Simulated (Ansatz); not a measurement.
**SiGePH+ (quartet): wave-function methods side by side, cc-pVDZ**

How much of the correlation energy of SiGePH+ (quartet) does each wave-function method recover here?

Method: cc-pVDZ, core rule «outside noble gas», up to 24 orbitals frozen; program: Ansatz 0.2.0, Gaussian basis.

Plan: UHF; CCSD(T) on ROHF; CCSD(T) on UHF; BCCD(T) on ROHF; CISD as a restricted active space (open shells left free, so some higher excitations enter); CCSDT(Q) on ROHF; CCSDT(Q) on UHF.

19 further runs of the same task are left out: 9 that didn't finish, 10 set aside as unsound or not needed. Runs told in other sessions of the task aren't counted.

### 1 What is computed

The geometry is a PBE0/def2-TZVP stationary point (not a proven minimum) of the parent state, kept for this charge and spin. No spin-orbit coupling is included. The filled d shell of Ge may be among the frozen orbitals whatever the setting's name suggests.

4 atoms, charge 1, spin multiplicity 4.

Atoms are counted from 1 here; the program's logs count them from 0.

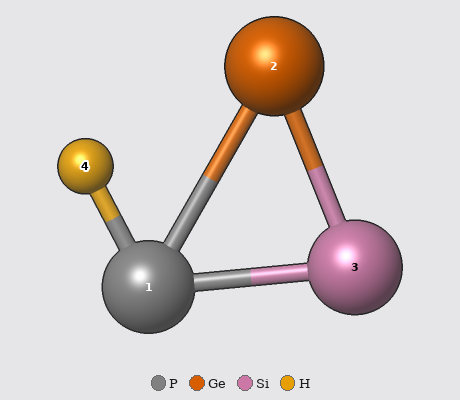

The structure; phosphorus grey, germanium orange, silicon pink, hydrogen amber; atoms are numbered from 1 in the order of the file.

Coordinates:

```xyz
4
GeHPSi
P     0.0000    0.7410    1.6295
Ge    0.0000    0.1568   -1.0065
Si    0.0000   -1.2857    0.7847
H     0.0000    1.7561    0.6015
```

In the tables R marks a restricted open-shell determinant and U an unrestricted one; energies count from the table's Hartree-Fock row.

### 2 UHF

The input, in.yaml:

```yaml
crystal:
  periodic: [false, false, false]
  atoms:
    - {symbol: P, position_ang: [0.000000, 0.740966, 1.629479]}
    - {symbol: Ge, position_ang: [0.000000, 0.156794, -1.006535]}
    - {symbol: Si, position_ang: [0.000000, -1.285717, 0.784652]}
    - {symbol: H, position_ang: [0.000000, 1.756057, 0.601480]}
basis:
  gaussian: {orbitals: cc-pVDZ}
total_charge: 1
magnetization: {spin_polarized: true, initial_magnetization: 3}
hamiltonian: {xc: hf}
output: {orbitals: {seedname: orbitals}}
```

On the command line:

```
> ansatz run in.yaml --threads 1 --pin off --events-out ev --progress --plain --max-ram 2393MiB
```

What it wrote:

```text
Functional definition: HF
  name "HF"
  cite "Fock, Z. Phys. 61, 126 (1930) doi:10.1007/BF01340294"
  parent pbe
  exchange = exact_x
  correlation = 0
751 factors; integrals over basis functions are off by at most 1.3e-3 eV
mean field evaluation 1: about -73610.3441 eV, gradient 1.1e1 eV
mean field evaluation 2: about -73610.3544 eV, gradient 1.1e1 eV
mean field evaluation 4: about -73611.8401 eV, gradient 2.2e0 eV
mean field evaluation 8: about -73612.1642 eV, gradient 5.7e-1 eV
mean field evaluation 16: about -73612.2579 eV, gradient 1.4e-1 eV
mean field evaluation 32: about -73612.2606 eV, gradient 3.6e-5 eV
mean field evaluation 64: about -73612.5528 eV, gradient 1.0e0 eV
mean field evaluation 96: about -73612.3506 eV, gradient 1.5e0 eV
mean field evaluation 128: about -73611.8955 eV, gradient 3.0e0 eV
mean field evaluation 160: about -73610.6344 eV, gradient 4.2e0 eV
mean field evaluation 192: about -73612.2606 eV, gradient 1.2e-3 eV
mean field -73612.92464114 eV, -2705.2250839295 hartree, gradient 1.0e-5 eV, S^2 3.816204; 4 other end points of the search recorded, 0 dependent functions left out
reference -73612.92464114 eV, -2705.2250839295 hartree; 32, 29 occupied and 36, 39 virtual orbitals, 751 factors
Total energy: -73612.92464114 eV, -2705.2250839295 hartree
```

It took 7 s on 1 thread of Arm Neoverse V2, shared host.

From the report: ⟨S²⟩ of the determinant 3.816 (pure quartet: 3.75).

### 3 CCSD(T) on ROHF

Changes to in.yaml since step 2:

```diff
@@ -10,4 +10,4 @@
 total_charge: 1
-magnetization: {spin_polarized: true, initial_magnetization: 3}
-hamiltonian: {xc: hf}
-output: {orbitals: {seedname: orbitals}}
+magnetization: {spin_polarized: false, initial_magnetization: 3}
+correlation: {method: ccsd_t, electrons: outside_noble_gas}
+output: {forces: true}
```

Launched as before.

What it wrote, shortened:

```text
Functional definition: HF
  name "HF"
  cite "Fock, Z. Phys. 61, 126 (1930) doi:10.1007/BF01340294"
  parent pbe
[...]
751 factors; integrals over basis functions are off by at most 1.3e-3 eV
[...]
mean field -73612.60979371 eV, -2705.2135134999 hartree, gradient 2.4e-6 eV, S^2 3.750000; 12 other end points of the search recorded, 0 dependent functions left out
[...]
determinant -73612.60979371 eV, -2705.2135134999 hartree, with singles and doubles -73620.15985857 eV, -2705.4909732658 hartree
determinant -73611.75057411 eV, -2705.1819377618 hartree, with singles and doubles -73619.61189653 eV, -2705.4708360321 hartree
determinant -73610.67959362 eV, -2705.1425799547 hartree, with singles and doubles -73618.18557869 eV, -2705.4184198183 hartree
determinant -73610.65235003 eV, -2705.1415787713 hartree, with singles and doubles -73618.32486438 eV, -2705.4235384730 hartree
[...]
24 core orbitals not correlated: weight in the atoms' cores, before any rotation towards them, 1.000 or more for the frozen orbitals, at most 0.000 for the correlated occupied ones
reference -73612.60979371 eV, -2705.2135134999 hartree; 8, 5 occupied and 36, 39 virtual orbitals, 751 factors
second order -6.25597892 eV of doubles, -0.14906546 eV of singles
cycle   1  -7.55448306 eV  change    1.5e-6 eV  update   2.5e-6
[...]
cycle   4  -7.55448314 eV  change   -7.4e-7 eV  update   4.5e-7
perturbative correction -0.36706723 eV, -0.0134894719 hartree
[...]
Total energy: -73620.53134408 eV, -2705.5046251065 hartree
Atom 0 at     0.000000     0.740966     1.629479 Å, force     0.000000     2.630188     2.321885 eV/Å
Atom 1 at     0.000000     0.156794    -1.006535 Å, force    -0.000000     0.245476    -2.022598 eV/Å
Atom 2 at     0.000000    -1.285717     0.784652 Å, force    -0.000000    -3.090679    -0.284450 eV/Å
Atom 3 at     0.000000     1.756057     0.601480 Å, force     0.000000     0.215015    -0.014837 eV/Å
Dipole moment:     0.000000    -0.062527     0.146676 e Å
```

Wall time 29 s (1 thread of Arm Neoverse V2, shared host).

From the report: correlation -7.9216 eV; T1 0.036; largest double amplitude 0.06.

### 4 CCSD(T) on UHF

Changes to in.yaml since step 3:

```diff
@@ -10,3 +10,3 @@
 total_charge: 1
-magnetization: {spin_polarized: false, initial_magnetization: 3}
+magnetization: {spin_polarized: true, initial_magnetization: 3}
 correlation: {method: ccsd_t, electrons: outside_noble_gas}
```

The command is unchanged.

What it wrote, shortened:

```text
Functional definition: HF
  name "HF"
  cite "Fock, Z. Phys. 61, 126 (1930) doi:10.1007/BF01340294"
  parent pbe
[...]
751 factors; integrals over basis functions are off by at most 1.3e-3 eV
[...]
mean field -73612.92464114 eV, -2705.2250839295 hartree, gradient 1.8e-6 eV, S^2 3.816204; 19 other end points of the search recorded, 0 dependent functions left out
determinant -73612.92464114 eV, -2705.2250839295 hartree, with singles and doubles -73620.17493639 eV, -2705.4915273655 hartree
determinant -73612.26063107 eV, -2705.2006820095 hartree, with singles and doubles -73619.64191271 eV, -2705.4719391066 hartree
determinant -73611.32363047 eV, -2705.1662478724 hartree, with singles and doubles -73618.62529766 eV, -2705.4345791926 hartree
determinant -73611.03938458 eV, -2705.1558020287 hartree, with singles and doubles -73618.30770717 eV, -2705.4229079573 hartree
[...]
24 core orbitals not correlated: weight in the atoms' cores, before any rotation towards them, 1.000 or more for the frozen orbitals, at most 0.000 for the correlated occupied ones
reference -73612.92464114 eV, -2705.2250839295 hartree; 8, 5 occupied and 36, 39 virtual orbitals, 751 factors
second order -5.99754113 eV of doubles, -0.00000000 eV of singles
cycle   1  -7.25471090 eV  change    1.2e-6 eV  update   4.2e-6
[...]
cycle   6  -7.25471095 eV  change    2.6e-7 eV  update   2.1e-7
perturbative correction -0.35379900 eV, -0.0130018734 hartree
[...]
Total energy: -73620.53315109 eV, -2705.5046915128 hartree
Atom 0 at     0.000000     0.740966     1.629479 Å, force    -0.000000     2.629149     2.322399 eV/Å
Atom 1 at     0.000000     0.156794    -1.006535 Å, force     0.000000     0.245809    -2.022360 eV/Å
Atom 2 at     0.000000    -1.285717     0.784652 Å, force    -0.000000    -3.087922    -0.284386 eV/Å
Atom 3 at     0.000000     1.756057     0.601480 Å, force    -0.000000     0.212964    -0.015653 eV/Å
Dipole moment:     0.000000    -0.062714     0.146508 e Å
```

Wall time 47 s (1 thread of Arm Neoverse V2, shared host).

From the report: ⟨S²⟩ of the determinant 3.816 (pure quartet: 3.75); correlation -7.6085 eV; T1 0.035; largest double amplitude 0.06.

### 5 BCCD(T) on ROHF

Changes to in.yaml since step 4:

```diff
@@ -10,4 +10,3 @@
 total_charge: 1
-magnetization: {spin_polarized: true, initial_magnetization: 3}
-correlation: {method: ccsd_t, electrons: outside_noble_gas}
-output: {forces: true}
+magnetization: {spin_polarized: false, initial_magnetization: 3}
+correlation: {method: bccd_t, electrons: outside_noble_gas}
```

Launched as before.

What it wrote, shortened:

```text
Functional definition: HF
  name "HF"
  cite "Fock, Z. Phys. 61, 126 (1930) doi:10.1007/BF01340294"
  parent pbe
[...]
751 factors; integrals over basis functions are off by at most 1.3e-3 eV
[...]
mean field -73612.60979371 eV, -2705.2135134999 hartree, gradient 2.4e-6 eV, S^2 3.750000; 12 other end points of the search recorded, 0 dependent functions left out
[...]
determinant -73612.60979371 eV, -2705.2135134999 hartree, with singles and doubles -73620.15985857 eV, -2705.4909732658 hartree
determinant -73611.75057411 eV, -2705.1819377618 hartree, with singles and doubles -73619.61189653 eV, -2705.4708360321 hartree
determinant -73610.67959362 eV, -2705.1425799547 hartree, with singles and doubles -73618.18557869 eV, -2705.4184198183 hartree
determinant -73610.65235003 eV, -2705.1415787713 hartree, with singles and doubles -73618.32486438 eV, -2705.4235384730 hartree
determinant -73609.67260498 eV, -2705.1055738048 hartree, with singles and doubles -73617.26782608 eV, -2705.3846930320 hartree
determinant -73612.60979371 eV, -2705.2135134999 hartree, with singles and doubles -73620.16427832 eV, -2705.4911356885 hartree
determinant -73611.75057411 eV, -2705.1819377618 hartree, with singles and doubles -73619.63414997 eV, -2705.4716538311 hartree
24 core orbitals not correlated: weight in the atoms' cores, before any rotation towards them, 1.000 or more for the frozen orbitals, at most 0.000 for the correlated occupied ones
reference -73612.60979371 eV, -2705.2135134999 hartree; 8, 5 occupied and 36, 39 virtual orbitals, 751 factors
second order -6.25597892 eV of doubles, -0.14906546 eV of singles
cycle   1  -7.54808106 eV  change    6.4e-3 eV  update   1.3e-2
[...]
cycle  12  -7.54259531 eV  change    6.5e-6 eV  update   1.4e-5
perturbative correction -0.38235092 eV, -0.0140511370 hartree
Total energy: -73620.53473994 eV, -2705.5047499020 hartree
```

Wall time 32 s (1 thread of Arm Neoverse V2, shared host).

From the report: correlation -7.9249 eV; largest double amplitude 0.06.

### 6 CISD as a restricted active space (open shells left free, so some higher excitations enter)

Changes to in.yaml since step 5:

```diff
@@ -11,2 +11,2 @@
 magnetization: {spin_polarized: false, initial_magnetization: 3}
-correlation: {method: bccd_t, electrons: outside_noble_gas}
+correlation: {active_space: {ras: {orbitals: [5, 3, 36], electrons: 13, max_holes: 2, max_particles: 2}, fixed_orbitals: true}}
```

Same command.

What it wrote, shortened:

```text
Functional definition: HF
  name "HF"
  cite "Fock, Z. Phys. 61, 126 (1930) doi:10.1007/BF01340294"
  parent pbe
[...]
751 factors; integrals over basis functions are off by at most 1.3e-3 eV
[...]
mean field -73612.60979371 eV, -2705.2135134999 hartree, gradient 2.4e-6 eV, S^2 3.750000; 9 other end points of the search recorded, 0 dependent functions left out
reference -73612.60979371 eV, -2705.2135134999 hartree; 32, 29 occupied and 36, 39 virtual orbitals, 751 factors
state -73619.30458527 eV, -2705.4595425518 hartree
Total energy: -73619.30458527 eV, -2705.4595425518 hartree
```

Run time: 21 s. Hardware: 1 thread of Arm Neoverse V2, shared host.

From the report: 219,203 determinants.

### 7 CCSDT(Q) on ROHF

Changes to in.yaml since step 6:

```diff
@@ -11,2 +11,2 @@
 magnetization: {spin_polarized: false, initial_magnetization: 3}
-correlation: {active_space: {ras: {orbitals: [5, 3, 36], electrons: 13, max_holes: 2, max_particles: 2}, fixed_orbitals: true}}
+correlation: {method: ccsdt_q, electrons: outside_noble_gas}
```

Launched as before.

What it wrote, shortened:

```text
Functional definition: HF
  name "HF"
  cite "Fock, Z. Phys. 61, 126 (1930) doi:10.1007/BF01340294"
  parent pbe
[...]
1366 factors; integrals over basis functions are off by at most 1.7e-7 eV
[...]
mean field -73612.60993754 eV, -2705.2135187856 hartree, gradient 2.7e-6 eV, S^2 3.750000; 12 other end points of the search recorded, 0 dependent functions left out
[...]
determinant -73612.60993754 eV, -2705.2135187856 hartree, with singles and doubles -73620.16000476 eV, -2705.4909786381 hartree
determinant -73611.75071080 eV, -2705.1819427854 hartree, with singles and doubles -73619.61203581 eV, -2705.4708411506 hartree
determinant -73610.67973034 eV, -2705.1425849793 hartree, with singles and doubles -73618.18572345 eV, -2705.4184251382 hartree
determinant -73610.65246850 eV, -2705.1415831249 hartree, with singles and doubles -73618.32499099 eV, -2705.4235431261 hartree
determinant -73609.67275551 eV, -2705.1055793368 hartree, with singles and doubles -73617.26798988 eV, -2705.3846990517 hartree
determinant -73612.60993754 eV, -2705.2135187856 hartree, with singles and doubles -73620.16442416 eV, -2705.4911410482 hartree
determinant -73611.75071080 eV, -2705.1819427854 hartree, with singles and doubles -73619.63428854 eV, -2705.4716589234 hartree
[...]
24 core orbitals not correlated: weight in the atoms' cores, before any rotation towards them, 1.000 or more for the frozen orbitals, at most 0.000 for the correlated occupied ones
reference -73612.60993754 eV, -2705.2135187856 hartree; 8, 5 occupied and 36, 39 virtual orbitals, 1366 factors
second order -6.25599510 eV of doubles, -0.14906505 eV of singles
cycle   1  -7.14812690 eV  change   -7.4e-1 eV  update   1.2e-1
[...]
cycle  26  -7.98398057 eV  change   -9.1e-7 eV  update   6.8e-7
perturbative correction -0.03298827 eV, -0.0012122967 hartree
Total energy: -73620.62690639 eV, -2705.5081369565 hartree
```

Wall time 1.7 min (1 thread of Arm Neoverse V2, shared host); peak memory 0.86 GiB.

From the report: correlation -8.0170 eV; T1 0.041; largest double amplitude 0.09.

### 8 CCSDT(Q) on UHF

Changes to in.yaml since step 7:

```diff
@@ -10,3 +10,3 @@
 total_charge: 1
-magnetization: {spin_polarized: false, initial_magnetization: 3}
+magnetization: {spin_polarized: true, initial_magnetization: 3}
 correlation: {method: ccsdt_q, electrons: outside_noble_gas}
```

The command is unchanged.

What it wrote, shortened:

```text
Functional definition: HF
  name "HF"
  cite "Fock, Z. Phys. 61, 126 (1930) doi:10.1007/BF01340294"
  parent pbe
[...]
1366 factors; integrals over basis functions are off by at most 1.7e-7 eV
[...]
mean field -73612.92478647 eV, -2705.2250892703 hartree, gradient 1.9e-6 eV, S^2 3.816205; 19 other end points of the search recorded, 0 dependent functions left out
determinant -73612.92478647 eV, -2705.2250892703 hartree, with singles and doubles -73620.17508296 eV, -2705.4915327518 hartree
determinant -73612.26076896 eV, -2705.2006870769 hartree, with singles and doubles -73619.64205113 eV, -2705.4719441932 hartree
determinant -73611.32377517 eV, -2705.1662531901 hartree, with singles and doubles -73618.62544143 eV, -2705.4345844761 hartree
determinant -73611.03951155 eV, -2705.1558066947 hartree, with singles and doubles -73618.30783560 eV, -2705.4229126770 hartree
[...]
determinant -73609.44625566 eV, -2705.0972556207 hartree, with singles and doubles -73616.21014685 eV, -2705.3458240372 hartree
determinant -73612.92478647 eV, -2705.2250892703 hartree, with singles and doubles -73620.17949882 eV, -2705.4916950318 hartree
determinant -73612.26076896 eV, -2705.2006870769 hartree, with singles and doubles -73619.66113307 eV, -2705.4726454416 hartree
24 core orbitals not correlated: weight in the atoms' cores, before any rotation towards them, 1.000 or more for the frozen orbitals, at most 0.000 for the correlated occupied ones
reference -73612.92478647 eV, -2705.2250892703 hartree; 8, 5 occupied and 36, 39 virtual orbitals, 1366 factors
second order -5.99755428 eV of doubles, -0.00000000 eV of singles
cycle   1  -6.78997191 eV  change   -7.9e-1 eV  update   1.2e-1
[...]
cycle  26  -7.67464731 eV  change   -1.1e-6 eV  update   8.5e-7
perturbative correction -0.03329185 eV, -0.0012234530 hartree
Total energy: -73620.63272564 eV, -2705.5083508101 hartree
```

Wall time 1.8 min (1 thread of Arm Neoverse V2, shared host); peak memory 0.68 GiB.

From the report: ⟨S²⟩ of the determinant 3.816 (pure quartet: 3.75); correlation -7.7079 eV; T1 0.040; largest double amplitude 0.09.

### 9 All levels against the top one

No level here is safe as a reference; RCCSDT(Q) serves as a yardstick only. Rows without a time are mean-field rows or come out of runs for another level: lower rungs of the coupled-cluster runs, or the Hartree-Fock search. The times of RCCSD(T), UCCSD(T) include forces.

Differences are taken before rounding.

```
   method  energy from the lowest ROHF (meV)  from RCCSDT(Q) (meV)     time
      ROHF                               0.0               +8017.1         
      UHF                            -314.8               +7702.3         
     RMP2                           -6405.0               +1612.1         
     UMP2                           -6312.4               +1704.7         
     CISD                           -6694.8               +1322.3     21 s
    RCCSD                           -7554.5                +462.6         
    UCCSD                           -7569.6                +447.6         
 RCCSD(T)                           -7921.6                 +95.6     29 s
 UCCSD(T)                           -7923.4                 +93.8     47 s
  BCCD(T)                           -7924.9                 +92.2     32 s
   RCCSDT                           -7984.1                 +33.0         
   UCCSDT                           -7989.6                 +27.5         
RCCSDT(Q)                           -8017.1                     0  1.7 min
UCCSDT(Q)                           -8022.9                  -5.8  1.8 min
```

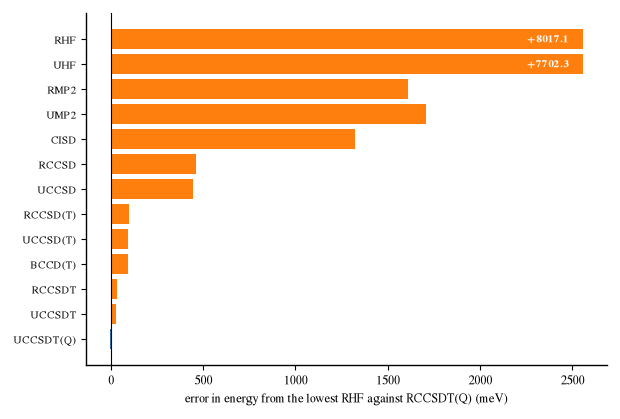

Deviations from RCCSDT(Q), method by method. Bars with a number in them are cut short.

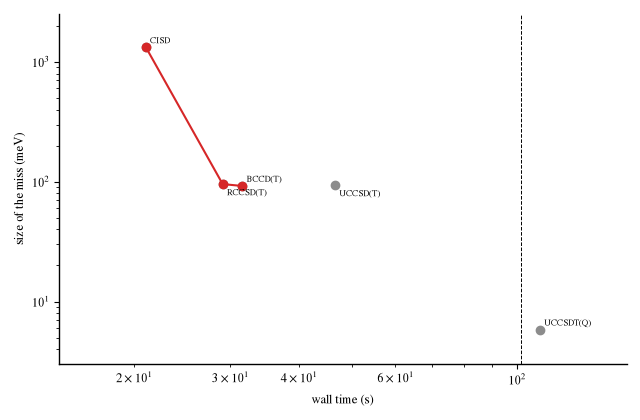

Miss against cost. Red marks the levels that no quicker level drawn beats (of those quicker than the yardstick), and the dashed line is the time of RCCSDT(Q). Times are from a shared host.

### 10 Results

```
                     quantity        value
RCCSDT(Q) from the ROHF energy   -8.0171 eV
          RMP2 from RCCSDT(Q)  +1612.1 meV
          UMP2 from RCCSDT(Q)  +1704.7 meV
         RCCSD from RCCSDT(Q)   +462.6 meV
      RCCSD(T) from RCCSDT(Q)    +95.6 meV
      UCCSD(T) from RCCSDT(Q)    +93.8 meV
     UCCSDT(Q) from RCCSDT(Q)     -5.8 meV
                T1 diagnostic        0.036
```

What this shows: RCCSD(T) misses by +95.6 meV, 1.2 % of the correlation energy.

With open shells the CI space here admits some higher excitations, so it is larger than plain CISD.
